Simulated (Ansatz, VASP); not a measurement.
**GaP in two plane-wave programs**

Wanted: the spread between two codes on one cell, functional and k mesh. The cell is taken from a series of VASP runs on this material, whose earlier steps may have relaxed, scaled or displaced it; both programs get it as it stands. Other levels of theory on this material are compared in a session of their own. Valence electrons are named where the data sets of a main pair hold unlike numbers.

Main program and level: Ansatz 0.2.0; plane waves, with VASP 6.6.1 beside it; band structure at r2SCAN with rVV10, spin-orbit coupling.

## (1) The structure

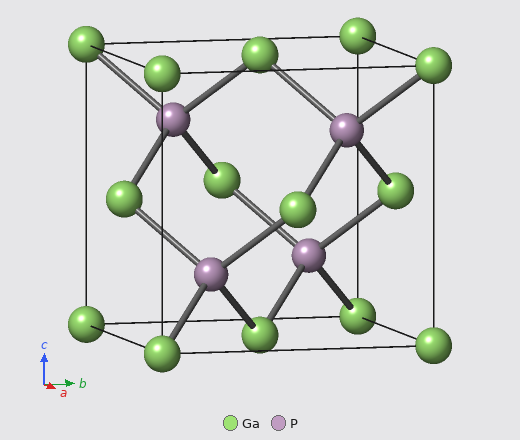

The starting structure, seen slightly off an axis (gallium green, phosphorus pink). This picture shows the conventional cell, with its axes. Bonds to atoms that aren't drawn are left out. Some periodic images of atoms are drawn too.

## (2) Ansatz: band structure, r2SCAN with rVV10, spin-orbit coupling

Ansatz runs on its fully relativistic PAW (standard-fr) files.

The same path points are solved in both programs, so levels can be compared one by one.

The input, input.yaml:

```yaml
crystal:
  lattice:
    - [0.0, 2.7146945537, 2.7146945537]
    - [2.7146945537, 0.0, 2.7146945537]
    - [2.7146945537, 2.7146945537, 0.0]
  atoms:
    - { symbol: Ga, position: [0.0, 0.0, 0.0] }
    - { symbol: P, position: [0.25, 0.25, 0.25] }
hamiltonian:
  xc: r2scan
  pseudopotentials: { kind: paw_fr }
  dispersion: rvv10
magnetization:
  noncollinear: true
  spin_orbit: true
kpoints:
  mp_grid: { grid: [6, 6, 6] }
  band_path:
    path:
      - [0.0, 0.0, 0.0]
      - [0.16667, 0.0, 0.16667]
      - [0.33333, 0.0, 0.33333]
      - [0.43333, 0.0, 0.43333]
      - [0.5, 0.0, 0.5]
      - [0.5, 0.08333, 0.58333]
      - [0.5, 0.18333, 0.68333]
      - [0.5, 0.25, 0.75]
      - [0.45, 0.3, 0.75]
      - [0.40833, 0.34167, 0.75]
      - [0.35, 0.35, 0.7]
      - [0.225, 0.225, 0.45]
      - [0.075, 0.075, 0.15]
      - [0.03333, 0.03333, 0.03333]
      - [0.23333, 0.23333, 0.23333]
      - [0.4, 0.4, 0.4]
      - [0.51667, 0.46667, 0.51667]
      - [0.55833, 0.38333, 0.55833]
      - [0.60833, 0.28333, 0.60833]
      - [0.60833, 0.25, 0.64167]
      - [0.55833, 0.25, 0.69167]
      - [0.51667, 0.25, 0.73333]
      - [0.5, 0.3, 0.7]
      - [0.5, 0.38333, 0.61667]
      - [0.5, 0.48333, 0.51667]
      - [0.475, 0.475, 0.55]
      - [0.425, 0.425, 0.65]
      - [0.38333, 0.38333, 0.73333]
      - [0.59167, 0.18333, 0.59167]
      - [0.55, 0.1, 0.55]
      - [0.5, 0.0, 0.5]
    npoints: 1
scf:
  occupations: { method: gaussian, width: 0.05 }
  n_extra_bands: 14
output:
  forces: true
  stress: true
  eigenvalues: true
```

Started as:

```sh
> ansatz run input.yaml --threads 2 --pin off --max-ram 4608MiB --backend cpu --events-out ev --progress --plain --runs-dir out
```

Numbers of over 12 decimals in the logs are rounded to 6 here.

The program printed:

```text
scf.n_extra_bands = 14 over 18 filled bands (N_el = 18.0): the run solves 32 bands
Engine: ansatz 0.2.0, aarch64-unknown-linux-gnu
Pseudopotentials: kind: paw_fr
Pseudopotential: Ga, paw_fr, valence charge 13, recommended cutoff 500 eV (meta_gga), Ga.paw.azcp#standard-fr
Pseudopotential: P, paw_fr, valence charge 5, recommended cutoff 500 eV (meta_gga), P.paw.azcp#standard-fr
Functional definition: r2SCAN+rVV10
  parameter k0 = 0.174
  parameter k1 = 0.065
  parameter a1 = 4.9479
  exchange = r2scan_x(k0 = k0, k1 = k1, a1 = a1)
  correlation = r2scan_c + rvv10(11.95, 0.0093)
non-collinear run that drives no moment, with spin-orbit: no starting moment large enough to seed its density (crystal.atoms[].spin), no starting occupations that ask for one, no magnetisation constraint and no magnetic field, so the semilocal B_xc is pinned to zero
Crystal: 2 atoms, lattice volume = 40.012 Å³
Basis set: ecut = 500 eV, 965 PW (Γ), exchange–correlation on 128×128×128 points (64 copies of the dense FFT grid, shifted against one another)
Bands: 32, of which v1, the nominal top of the filled ones, is band 18 counted from 1 (17 counted from 0)
Symmetry: 24 space group operations + 24 with time reversal
Magnetic group: BNS 216.75 (UNI 1577), of the structure as read, at distance tolerance 3.4e-5 Å
k-points: 16 of 216 (time reversal used)
Projection manifold: j_resolved (fully-relativistic pseudo-atomic orbitals)
Non-local potential: Ga, projectors of the file, l = 0: 2, l = 1: 4, l = 2: 6, l = 3: 2
Non-local potential: P, projectors of the file, l = 0: 2, l = 1: 4, l = 2: 4
PAW form: soft (Blöchl's): semilocal exchange-correlation on the pseudo side does not see the compensation charge
rVV10 density: all electrons in the spheres
PAW frozen core: Ga, regenerated for the run's functional (the file was generated under x = pbe(κ = 0.804, μ = 0.219515), c = pbe(β = 0.066725))
PAW frozen core: P, regenerated for the run's functional (the file was generated under x = pbe(κ = 0.804, μ = 0.219515), c = pbe(β = 0.066725))
PAW one-centre angular grid: Ga, 590 points (default); XC on 224 Gauss nodes
PAW one-centre angular grid: P, 302 points (default); XC on 160 Gauss nodes
Initial density: superposition of atomic densities (chi_scale 0.1, normalization cell, long waves kept (reshape's long-wave potential 0.00 eV rms))
Initial wavefunctions: pseudopotential atomic-orbital guess
Functional: x = r2scan, c = r2scan + rvv10(b = 11.95, C = 0.0093); τ floored in thin density (d = 2e-4 eV/Å³)
SCF iter   1: F=—  HF=-4546.086361 eV  |F-HF|=—  |Δ(HF+E_count)|=         —  Δρ=4.46e-2  dr2=6.21e-1  dr2_τ=3.21e-3  dr2_m=0.00e0 (ungated)  ethr=3.10e-3  |M|=0.00e0 ∫|m|=0.00e0 μB  |m|>n=0.0e0 m-floor=0.0e0 τ_xc=0.0e0  β_m=0.30  ⟨swp⟩=8.3  Hψ=3437  notcnv=0  defer=24
preconditioner: auto → none  [insulator: Δε(μ)=2.105 eV  Ē_g=18.916 eV  σ=0.050 eV  W_gap=1.00  n_scr=14 (ndim 8)  ℏωp=24.9 eV  f_vac=0.000  D(μ)=0.00/eV (n_scr^D=0)  ε∞_Penn≈2.7]
SCF iter   2: F=—  HF=-4546.057828 eV  |F-HF|=—  |Δ(HF+E_count)|=   2.85e-2  Δρ=2.98e-2  dr2=2.31e-1  dr2_τ=3.10e-4  dr2_m=0.00e0 (ungated)  ethr=3.10e-3  |M|=0.00e0 ∫|m|=0.00e0 μB  |m|>n=0.0e0 m-floor=0.0e0 τ_xc=0.0e0  β_m=0.52  ⟨swp⟩=2.0  Hψ=740  notcnv=0  defer=124
SCF iter   3: F=—  HF=-4546.071279 eV  |F-HF|=—  |Δ(HF+E_count)|=   1.35e-2  Δρ=5.95e-3  dr2=6.85e-3  dr2_τ=5.65e-5  dr2_m=0.00e0 (ungated)  ethr=1.28e-3  |M|=0.00e0 ∫|m|=0.00e0 μB  |m|>n=0.0e0 m-floor=0.0e0 τ_xc=0.0e0  β_m=0.61  ⟨swp⟩=2.8  Hψ=592  notcnv=0  defer=124
SCF iter   4: F=—  HF=-4546.072912 eV  |F-HF|=—  |Δ(HF+E_count)|=   1.63e-3  Δρ=4.84e-4  dr2=8.09e-5  dr2_τ=4.95e-7  dr2_m=0.00e0 (ungated)  ethr=3.80e-5  |M|=0.00e0 ∫|m|=0.00e0 μB  |m|>n=0.0e0 m-floor=0.0e0 τ_xc=0.0e0  β_m=0.59  ⟨swp⟩=2.2  Hψ=637  notcnv=0  defer=124
SCF iter   5: F=—  HF=-4546.072880 eV  |F-HF|=—  |Δ(HF+E_count)|=   3.17e-5  Δρ=3.32e-4  dr2=1.80e-5  dr2_τ=1.62e-7  dr2_m=0.00e0 (ungated)  ethr=4.50e-7  |M|=0.00e0 ∫|m|=0.00e0 μB  |m|>n=0.0e0 m-floor=0.0e0 τ_xc=0.0e0  β_m=0.65  ⟨swp⟩=2.0  Hψ=794  notcnv=0  defer=124
SCF iter   6: F=—  HF=-4546.072887 eV  |F-HF|=—  |Δ(HF+E_count)|=   7.15e-6  Δρ=9.31e-5  dr2=1.31e-6  dr2_τ=6.61e-9  dr2_m=0.00e0 (ungated)  ethr=1.00e-7  |M|=0.00e0 ∫|m|=0.00e0 μB  |m|>n=0.0e0 m-floor=0.0e0 τ_xc=0.0e0  β_m=0.82  ⟨swp⟩=2.9  Hψ=652  notcnv=0  defer=124
SCF iter   7: F=-4546.072888 eV  HF=-4546.072888 eV  |F-HF|=6.44e-9  |Δ(HF+E_count)|=   2.79e-7  Δρ=9.12e-6  dr2=1.52e-8  dr2_τ=1.23e-10  dr2_m=0.00e0 (ungated)  ethr=5.56e-10  |M|=0.00e0 ∫|m|=0.00e0 μB  |m|>n=0.0e0 m-floor=0.0e0 τ_xc=0.0e0  ⟨swp⟩=11.8  Hψ=3115  notcnv=0
SCF 1 converged in 7 iterations: F = -4546.072888 eV  dr2 = 1.52e-8
  greatest PAW one-centre occupation: 0.993 electrons in one spin orbital (limit 2), on the Ga atom at site 0 (counted from 0), in its partial waves of l = 2
NSCF: frozen V_eff on 31 k-points
SCF converged after 7 iterations
Magnetization: |M| = 0.0000 μB,  M = (+0.0000, +0.0000, +0.0000) μB
Absolute magnetization: 0.0000 μB (∫|m|)
  site 0: m = (+0.0000, +0.0000, +0.0000) μB, |m| = 0.0000 μB  (R = 0.97 Å)
  site 1: m = (+0.0000, +0.0000, +0.0000) μB, |m| = 0.0000 μB  (R = 0.97 Å)
Free energy (F): -4546.072888 eV
Harris-Foulkes:  -4546.072888 eV  (|F-HF|=6.44e-9)
Internal energy: -4546.072888 eV  (E = F + TS)
E sigma→0 (E₀):  -4546.072888 eV
Fermi energy:    7.971804 eV
--- Per-component energies (eV) ---
  E_band       = -65.455006
  E_kinetic    = 185.787774
  E_local      = -2194.333236  (includes V_loc(G=0)·N_el)
  E_nonlocal   = 460.457811
  E_hartree    = 1017.134817
  E_xc         = -119.463590
  E_vxc        = -124.688425  (∫ρ·V_xc dr)
  E_paw        = -2577.177660  (= ΣΔE_a)
  E_vpaw       = -432.960747  (= ΣTr[D̂ρ^β])
  E_aug_tail   = -0.000013  (compensation charges beyond the density's cutoff)
  E_vtau       = 6.018628  (kinetic-family band-sum trace: ∫τ·v_τ [+ j·A + Jᵃ·Aᵃ] dr)
  E_ewald      = -1317.748853
  E_core_change = -0.729939  (= ΣΔE_core)
  E_smearing   = -0.000000  (= −TS)
  E_closure    = 0.000000  (closes the sum)
  Σ components = -4546.072888   (vs F -4546.072888, Δ=0.00e0)
--- Forces (eV/Å), atoms counted from 1 ---
  atom   1  Ga     0.00000000     0.00000000    -0.00000000
  atom   2  P     -0.00000000     0.00000000     0.00000000
  max |Σ_I F_I| component: 2.04e-16 eV/Å
--- Stress (GPa, compression-positive) ---
        0.354488       0.000000      -0.000000
        0.000000       0.354488       0.000000
       -0.000000       0.000000       0.354488
  P = ⅓ Tr σ = 0.3545 GPa (3.545 kbar)
--- Band table (eV; the first three rows and the last of 16) ---
  k-point 0: bands = [... 14 lower, 7.0727, 7.0727, 7.0727, 7.0727, 9.4930, 9.4930, 11.0879, 11.0879, ... 10 higher]
  k-point 1: bands = [... 14 lower, 6.6208, 6.6208, 6.6783, 6.6827, 9.9062, 9.9062, 11.7287, 11.7287, ... 10 higher]
  k-point 2: bands = [... 14 lower, 6.0464, 6.0464, 6.1102, 6.1140, 9.3360, 9.3360, 12.1277, 12.1277, ... 10 higher]
  k-point 15: bands = [... 14 lower, 3.4578, 3.4735, 3.5675, 3.6114, 10.7660, 10.7909, 11.0180, 11.0298, ... 10 higher]
```

The job ended after 28 s (2 threads of Arm Neoverse N1, shared host; peak memory 0.57 GiB; 54 s of CPU time).

[end of part 1 of 2]

[Lines on the potential files, build, host, timing and source positions are cut from VASP's logs without a mark.]

[Logs are printed without paths, hosts, clocks, repeated set-up lines and the standing remarks that a program may print on its own settings, such as how far it seeks lower states.]

[Hosts, paths, dates, database ids (printed as entryN), source tags and the programs' standing remarks are cut or masked in the printed files.]
